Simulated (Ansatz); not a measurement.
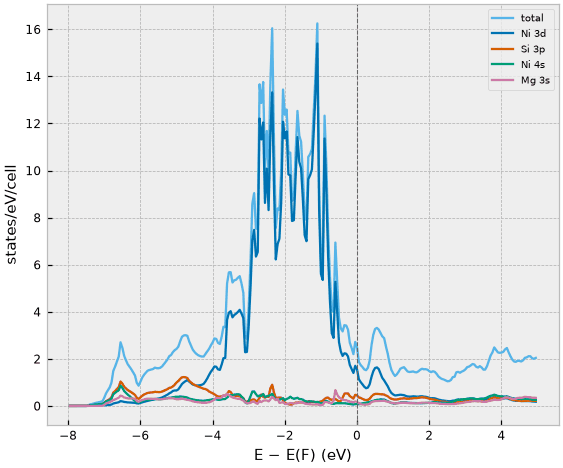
*Total and projected density of states of Mg$_{2}$SiNi$_{3}$ in space group R-3m (No. 166; Mg on 6c, Si on 3b, Ni on 9e), r²SCAN (plane waves, PAW; program Ansatz)*

Problem. Which orbitals carry the states next to the Fermi level?

Solution. Within 0.5 eV of the Fermi level: Ni 3d 60 %, Si 3p 15 %, Mg 3s 7 %, outside the projected shells 13 %. Projections are on Löwdin-orthogonalised atomic valence shells; empty p or d shells of many metals are not among them.

Problem. Where is the tallest occupied peak in this window, and what makes it?

Solution. Near -1.1 eV, about 16 states/eV per cell; the largest projected share is Ni 3d.

The first step of the workflow began from a Materials Project structure, measured or hypothetical; the Crystallography Open Database copy checked does not list it. Whether it is the stable phase at ambient conditions was not checked. The r²SCAN relaxation kept the symmetry of its start; its stability against distortions is not shown here. No spin polarisation was allowed.

Potentials: the later of the program's two PAW sets.
